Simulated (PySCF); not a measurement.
C4H2N2S, SMILES `C#Cc1ncns1`.

Level of theory: 6-311G** basis (PySCF), at a geometry from GFN2-xTB. No frequency check shows the geometry to be a minimum. GFN2-xTB bond lengths at metals and heavier atoms can be off by up to 0.1 Å and shapes distorted, which carries into these values.

Coordinates in Å:

```
C1       3.0421   -0.0206    0.0000
C2       1.8467   -0.1493    0.0000
C3       0.4560   -0.2535    0.0000
N4      -0.2437   -1.3481    0.0000
C5      -1.5480   -1.0501    0.0000
N6      -1.9074    0.2049    0.0000
S7      -0.5952    1.1627    0.0000
H8       4.0872    0.0714    0.0000
H9      -2.2868   -1.8307    0.0000
```

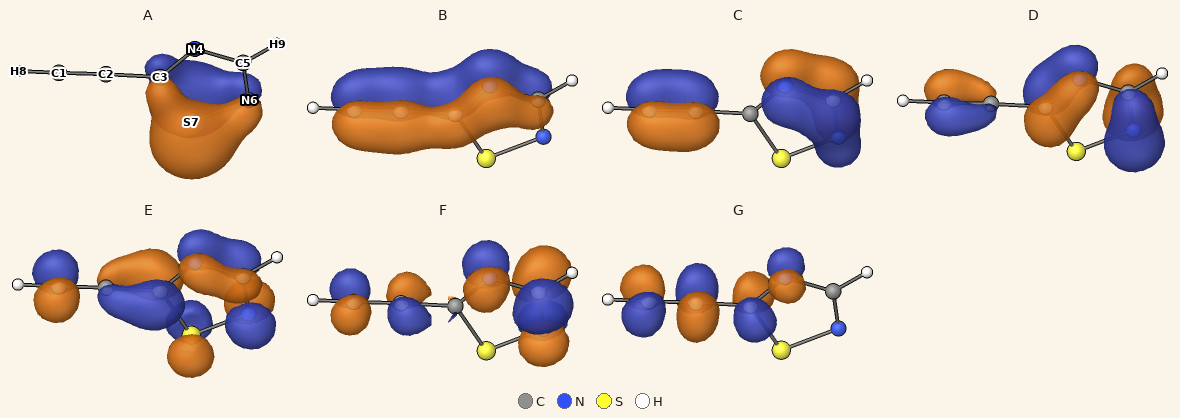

Natural orbitals of the π active space, CASSCF(8,7), singlet state, in order of falling occupation. The active space holds only one of the two perpendicular π systems.

Question: What are the natural occupation numbers?

Answer: A 1.99, B 1.95, C 1.94, D 1.90, E 0.11, F 0.07, G 0.05.

Question: How multiconfigurational is the state?

Answer: The leading determinant weighs 0.89; the effective number of unpaired electrons, Σ n²(2−n)², is 0.13; the most occupied of the weakly occupied orbitals holds 0.11 e, as in an ordinary closed-shell π system. The active space lowers the energy by 2.22 eV against Hartree–Fock.

Question: Where does the lowest triplet lie relative to the singlet, at this geometry and within this active space?

Answer: 3.92 eV above it by strongly contracted NEVPT2 (+3.58 eV by CASSCF); a small basis tends to put such gaps a few tenths of an eV too high. This is a vertical energy for π states alone; a state that uses lone pairs or σ orbitals may lie lower.
